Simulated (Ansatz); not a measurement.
# C3H6FN: a spread of methods and bases

How do the results and run time of C3H6FN respond when the settings are drawn wide?

The runs use Ansatz 0.2.0, Gaussian basis; the settings change from run to run.

**1. The molecule**

The structure was relaxed beforehand with PBE0-D4 in a triple-zeta def2 set.

11 atoms, charge 0, spin multiplicity 1.

Atoms are counted from 1 here; the program's logs count them from 0.

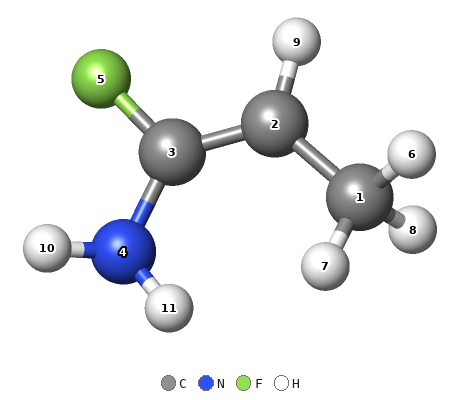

The structure; carbon grey, nitrogen blue, fluorine green, hydrogen white; atoms are numbered from 1 in the order of the file.

**2. PBE-QIDH/def2-SVPD**

in.yaml

```yaml
crystal:
  periodic: [false, false, false]
  atoms:
    - {symbol: C, position_ang: [-1.296402, -0.540973, 0.422312]}
    - {symbol: C, position_ang: [-0.270613, 0.517184, 0.651389]}
    - {symbol: C, position_ang: [0.885160, 0.600652, 0.002590]}
    - {symbol: N, position_ang: [1.451255, -0.262863, -0.907688]}
    - {symbol: F, position_ang: [1.724565, 1.616622, 0.254203]}
    - {symbol: H, position_ang: [-2.303933, -0.118128, 0.448469]}
    - {symbol: H, position_ang: [-1.184268, -1.026501, -0.551709]}
    - {symbol: H, position_ang: [-1.261017, -1.329213, 1.182553]}
    - {symbol: H, position_ang: [-0.446311, 1.262664, 1.416723]}
    - {symbol: H, position_ang: [1.941259, 0.202206, -1.658128]}
    - {symbol: H, position_ang: [0.825806, -0.978751, -1.240216]}
basis:
  gaussian: {orbitals: def2-SVPD}
hamiltonian: {xc: {name: PBE-QIDH}}
```

Launch:

```
> ansatz run in.yaml --threads 4 --pin off --events-out ev --progress --plain --max-ram 10444MiB
```

Log:

```text
Functional definition: PBE-QIDH
  name "PBE-QIDH"
  cite "Brémond, Sancho-García, Pérez-Jiménez & Adamo, J. Chem. Phys. 141, 031101 (2014) doi:10.1063/1.4890314"
  cite "Perdew, Burke & Ernzerhof, Phys. Rev. Lett. 77, 3865 (1996) doi:10.1103/PhysRevLett.77.3865"
  parameter a = 3^(-1/3)
  parameter c = 1/3
  exchange = (1 - a)*pbe_x + a*exact_x
  correlation = (1 - c)*pbe_c + c*(mp2_os + mp2_ss)
1495 factors; integrals over basis functions are off by at most 1.2e-3 eV
mean field evaluation 1: about -7387.3359 eV, gradient 4.0e1 eV
mean field evaluation 2: about -7387.6220 eV, gradient 4.0e1 eV
mean field evaluation 4: about -7391.1843 eV, gradient 3.2e0 eV
mean field evaluation 8: about -7391.2178 eV, gradient 3.0e-1 eV
mean field evaluation 16: about -7391.2181 eV, gradient 1.1e-4 eV
mean field -7391.21814536 eV, -271.6222568945 hartree, gradient 5.3e-7 eV, S^2 0.000000; 0 other end points of the search recorded, 0 dependent functions left out
5 core orbitals not correlated: weight in the atoms' cores, before any rotation towards them, 1.000 or more for the frozen orbitals, at most 0.000 for the correlated occupied ones
reference -7391.21815855 eV, -271.6222573790 hartree; 15, 15 occupied and 131, 131 virtual orbitals, 1495 factors
second order -24.49935092 eV of doubles, -0.00000000 eV of singles
Total energy: -7399.38460886 eV, -271.9223688924 hartree
```

Wall time 2.6 s (4 threads, shared host).

**3. LC-wPBE/STO-3G**

Options: multiplicity 3, restricted open-shell orbitals, atoms shaken by 0.08 Å, relativity set to none.

in.yaml

```yaml
crystal:
  periodic: [false, false, false]
  atoms:
    - {symbol: C, position_ang: [-1.307328, -0.426094, 0.421454]}
    - {symbol: C, position_ang: [-0.272856, 0.416083, 0.605596]}
    - {symbol: C, position_ang: [0.832995, 0.491193, -0.084143]}
    - {symbol: N, position_ang: [1.494343, -0.180667, -0.855794]}
    - {symbol: F, position_ang: [1.865046, 1.757356, 0.153659]}
    - {symbol: H, position_ang: [-2.308088, -0.134770, 0.479220]}
    - {symbol: H, position_ang: [-1.230136, -1.136765, -0.571213]}
    - {symbol: H, position_ang: [-1.423268, -1.220819, 1.206905]}
    - {symbol: H, position_ang: [-0.597688, 1.302343, 1.433224]}
    - {symbol: H, position_ang: [2.101952, 0.155624, -1.694356]}
    - {symbol: H, position_ang: [0.846546, -0.923693, -1.300800]}
basis:
  gaussian: {orbitals: STO-3G}
magnetization: {spin_polarized: false, initial_magnetization: 2}
hamiltonian: {xc: {name: LC-wPBE}, pseudopotentials: {relativity: none}}
output: {forces: true}
```

Same command.

Log, cut to the lines that bear on the results:

```text
Functional definition: LC-wPBE
  name "LC-wPBE"
  cite "Vydrov & Scuseria, J. Chem. Phys. 125, 234109 (2006) doi:10.1063/1.2409292"
  cite "Heyd & Scuseria, J. Chem. Phys. 120, 7274 (2004) doi:10.1063/1.1668634"
  cite "Ernzerhof & Perdew, J. Chem. Phys. 109, 3313 (1998) doi:10.1063/1.476928"
  cite "Perdew, Burke & Ernzerhof, Phys. Rev. Lett. 77, 3865 (1996) doi:10.1103/PhysRevLett.77.3865"
  parent pbe
[...]
436 factors; integrals over basis functions are off by at most 4.7e-5 eV
191 factors; integrals over basis functions are off by at most 3.6e-6 eV
[...]
mean field -7302.99881059 eV, -268.3802561388 hartree, gradient 5.2e-6 eV, S^2 2.000000; 8 other end points of the search recorded, 0 dependent functions left out
[...]
reference -7302.99881059 eV, -268.3802561390 hartree; 21, 19 occupied and 10, 12 virtual orbitals, 436 factors
[...]
Atom 1 at    -0.272856     0.416083     0.605596 Å, force    -7.956129     6.910917    11.302341 eV/Å
Atom 2 at     0.832995     0.491193    -0.084143 Å, force     9.230302    16.965087     2.862928 eV/Å
Atom 3 at     1.494343    -0.180667    -0.855794 Å, force     5.970178   -12.082993   -11.586203 eV/Å
Atom 4 at     1.865046     1.757356     0.153659 Å, force    -4.205319    -4.386403     0.222207 eV/Å
Atom 5 at    -2.308088    -0.134770     0.479220 Å, force    -2.368056     2.132130    -0.546499 eV/Å
Atom 6 at    -1.230136    -1.136765    -0.571213 Å, force    -0.216646     2.437608     2.787939 eV/Å
Atom 7 at    -1.423268    -1.220819     1.206905 Å, force     0.910372    -0.065601     0.112335 eV/Å
Atom 8 at    -0.597688     1.302343     1.433224 Å, force     1.886128    -2.756619    -3.249372 eV/Å
Atom 9 at     2.101952     0.155624    -1.694356 Å, force    -0.949522     0.770119     1.085423 eV/Å
Atom 10 at     0.846546    -0.923693    -1.300800 Å, force     1.414385     0.172063     0.666775 eV/Å
Dipole moment:    -0.229732    -0.307196    -0.349348 e Å
```

Run time: 3.3 s. Hardware: 4 threads, shared host.

Largest force 19.525 eV/Å, dipole 2.49 D.

**4. revPBE0/aug-pcseg-2**

This run has D4 dispersion, the search for lower states set to off.

in.yaml

```yaml
crystal:
  periodic: [false, false, false]
  atoms:
    - {symbol: C, position_ang: [-1.296402, -0.540973, 0.422312]}
    - {symbol: C, position_ang: [-0.270613, 0.517184, 0.651389]}
    - {symbol: C, position_ang: [0.885160, 0.600652, 0.002590]}
    - {symbol: N, position_ang: [1.451255, -0.262863, -0.907688]}
    - {symbol: F, position_ang: [1.724565, 1.616622, 0.254203]}
    - {symbol: H, position_ang: [-2.303933, -0.118128, 0.448469]}
    - {symbol: H, position_ang: [-1.184268, -1.026501, -0.551709]}
    - {symbol: H, position_ang: [-1.261017, -1.329213, 1.182553]}
    - {symbol: H, position_ang: [-0.446311, 1.262664, 1.416723]}
    - {symbol: H, position_ang: [1.941259, 0.202206, -1.658128]}
    - {symbol: H, position_ang: [0.825806, -0.978751, -1.240216]}
basis:
  gaussian: {orbitals: aug-pcseg-2}
hamiltonian: {xc: {name: revPBE0}, dispersion: d4}
scf: {lower_state_search: off}
output: {forces: true}
```

The command is unchanged.

Log, cut to the lines that bear on the results:

```text
Functional definition: revPBE0
  name "revPBE0"
  cite "Zhang & Yang, Phys. Rev. Lett. 80, 890 (1998) doi:10.1103/PhysRevLett.80.890"
  cite "Adamo & Barone, J. Chem. Phys. 110, 6158 (1999) doi:10.1063/1.478522"
  cite "Perdew, Burke & Ernzerhof, Phys. Rev. Lett. 77, 3865 (1996) doi:10.1103/PhysRevLett.77.3865"
[...]
1357 factors; their error is unknown
[...]
mean field -7414.85475875 eV, -272.4908864151 hartree, gradient 6.4e-6 eV, S^2 0.000000; 0 other end points of the search recorded, 0 dependent functions left out
[...]
reference -7414.85482402 eV, -272.4908888138 hartree; 20, 20 occupied and 348, 348 virtual orbitals, 1357 factors
Total energy: -7415.27900423 eV, -272.5064771489 hartree
Atom 0 at    -1.296402    -0.540973     0.422312 Å, force    -0.079386    -0.088305    -0.032888 eV/Å
[...]
Atom 2 at     0.885160     0.600652     0.002590 Å, force    -0.068047    -0.025911     0.021957 eV/Å
Atom 3 at     1.451255    -0.262863    -0.907688 Å, force     0.034809    -0.120664    -0.147159 eV/Å
Atom 4 at     1.724565     1.616622     0.254203 Å, force     0.124867     0.160108     0.042930 eV/Å
Atom 5 at    -2.303933    -0.118128     0.448469 Å, force     0.010276    -0.005979     0.000789 eV/Å
Atom 6 at    -1.184268    -1.026501    -0.551709 Å, force    -0.010339     0.006889     0.023815 eV/Å
Atom 7 at    -1.261017    -1.329213     1.182553 Å, force     0.001315     0.007084    -0.008061 eV/Å
Atom 8 at    -0.446311     1.262664     1.416723 Å, force    -0.005955    -0.016820    -0.016143 eV/Å
Atom 9 at     1.941259     0.202206    -1.658128 Å, force    -0.023016    -0.043199     0.023849 eV/Å
Atom 10 at     0.825806    -0.978751    -1.240216 Å, force     0.048155     0.043474    -0.004159 eV/Å
Dipole moment:    -0.195094    -0.239638    -0.334652 e Å
Checks for a lower state left out: stability, starts, cluster_reference, orbital_swaps, neighbouring_geometries, increment
```

Run time: 8 s. Hardware: 4 threads, shared host; peak memory 1.4 GiB.

Largest force 0.208 eV/Å, dipole 2.19 D.

**5. wB97/aug-cc-pVTZ**

Set apart from the defaults: charge +1, multiplicity 2, atoms shaken by 0.08 Å.

in.yaml

```yaml
crystal:
  periodic: [false, false, false]
  atoms:
    - {symbol: C, position_ang: [-1.208890, -0.596048, 0.411131]}
    - {symbol: C, position_ang: [-0.243767, 0.559431, 0.661714]}
    - {symbol: C, position_ang: [0.932868, 0.711313, 0.001416]}
    - {symbol: N, position_ang: [1.353573, -0.342182, -0.861710]}
    - {symbol: F, position_ang: [1.759316, 1.707835, 0.170858]}
    - {symbol: H, position_ang: [-2.182894, -0.020756, 0.467324]}
    - {symbol: H, position_ang: [-1.177677, -1.038789, -0.508538]}
    - {symbol: H, position_ang: [-1.181954, -1.462005, 1.086021]}
    - {symbol: H, position_ang: [-0.513244, 1.268141, 1.463557]}
    - {symbol: H, position_ang: [1.937359, 0.235382, -1.614205]}
    - {symbol: H, position_ang: [0.854858, -1.050873, -1.353959]}
basis:
  gaussian: {orbitals: aug-cc-pVTZ}
total_charge: 1
magnetization: {spin_polarized: true, initial_magnetization: 1}
hamiltonian: {xc: {name: wB97}}
```

Launched as before.

Log, cut to the lines that bear on the results:

```text
Functional definition: wB97
  name "wB97"
  cite "Chai & Head-Gordon, J. Chem. Phys. 128, 084106 (2008) doi:10.1063/1.2834918"
  cite "Becke, J. Chem. Phys. 107, 8554 (1997) doi:10.1063/1.475007"
[...]
  # The coefficients of nought are those of the uniform gas.
[...]
      + integral(e_c_pw_opposite_spin*poly(b97_u_opposite, 1, cos1, cos2, cos3, cos4))
1386 factors; their error is unknown
754 factors; integrals over basis functions are off by at most 4.0e-5 eV
[...]
mean field -7407.59187922 eV, -272.2239805152 hartree, gradient 2.4e-5 eV, S^2 0.761717; 0 other end points of the search recorded, 0 dependent functions left out
reference -7407.59186589 eV, -272.2239800253 hartree; 20, 19 occupied and 348, 349 virtual orbitals, 1386 factors
Total energy: -7407.59186589 eV, -272.2239800253 hartree
```

Run time: 29 s. Hardware: 4 threads, shared host; peak memory 1.3 GiB.

⟨S²⟩ 0.762.

**6. revPBE/6-31G***

This run has D3(BJ) dispersion, relativity set to scalar.

in.yaml

```yaml
crystal:
  periodic: [false, false, false]
  atoms:
    - {symbol: C, position_ang: [-1.296402, -0.540973, 0.422312]}
    - {symbol: C, position_ang: [-0.270613, 0.517184, 0.651389]}
    - {symbol: C, position_ang: [0.885160, 0.600652, 0.002590]}
    - {symbol: N, position_ang: [1.451255, -0.262863, -0.907688]}
    - {symbol: F, position_ang: [1.724565, 1.616622, 0.254203]}
    - {symbol: H, position_ang: [-2.303933, -0.118128, 0.448469]}
    - {symbol: H, position_ang: [-1.184268, -1.026501, -0.551709]}
    - {symbol: H, position_ang: [-1.261017, -1.329213, 1.182553]}
    - {symbol: H, position_ang: [-0.446311, 1.262664, 1.416723]}
    - {symbol: H, position_ang: [1.941259, 0.202206, -1.658128]}
    - {symbol: H, position_ang: [0.825806, -0.978751, -1.240216]}
basis:
  gaussian: {orbitals: "6-31G*"}
hamiltonian: {xc: {name: revPBE}, dispersion: d3bj, pseudopotentials: {relativity: scalar}}
output: {forces: true}
```

The command is unchanged.

Log, cut to the lines that bear on the results:

```text
Functional definition: revPBE
  name "revPBE"
  cite "Zhang & Yang, Phys. Rev. Lett. 80, 890 (1998) doi:10.1103/PhysRevLett.80.890"
  cite "Perdew, Burke & Ernzerhof, Phys. Rev. Lett. 77, 3865 (1996) doi:10.1103/PhysRevLett.77.3865"
[...]
1069 factors; their error is unknown
[...]
mean field -7416.66305702 eV, -272.5573401506 hartree, gradient 3.8e-5 eV, S^2 0.000000; 0 other end points of the search recorded, 0 dependent functions left out
[...]
reference -7416.66308293 eV, -272.5573411027 hartree; 20, 20 occupied and 67, 67 virtual orbitals, 1069 factors
Total energy: -7417.17397827 eV, -272.5761161602 hartree
Relativity: scalar
Atom 0 at    -1.296402    -0.540973     0.422312 Å, force    -0.052193     0.004506     0.038159 eV/Å
Atom 1 at    -0.270613     0.517184     0.651389 Å, force    -0.753719     0.003863     0.402182 eV/Å
Atom 2 at     0.885160     0.600652     0.002590 Å, force     0.234469    -0.045228    -0.248576 eV/Å
Atom 3 at     1.451255    -0.262863    -0.907688 Å, force     0.456654    -0.506609     0.051179 eV/Å
Atom 4 at     1.724565     1.616622     0.254203 Å, force     0.682711     0.853102     0.206037 eV/Å
Atom 5 at    -2.303933    -0.118128     0.448469 Å, force    -0.390076     0.130584     0.010058 eV/Å
Atom 6 at    -1.184268    -1.026501    -0.551709 Å, force     0.023162    -0.188565    -0.348673 eV/Å
Atom 7 at    -1.261017    -1.329213     1.182553 Å, force    -0.014591    -0.321987     0.266689 eV/Å
Atom 8 at    -0.446311     1.262664     1.416723 Å, force    -0.084411     0.215375     0.281135 eV/Å
Atom 9 at     1.941259     0.202206    -1.658128 Å, force     0.219292     0.228750    -0.429193 eV/Å
Atom 10 at     0.825806    -0.978751    -1.240216 Å, force    -0.321300    -0.373790    -0.228997 eV/Å
Dipole moment:    -0.133086    -0.184876    -0.365962 e Å
```

Wall time 1.1 s (4 threads, shared host).

Largest force 1.112 eV/Å, dipole 2.07 D.

(Part 1 of 2 ends here.)
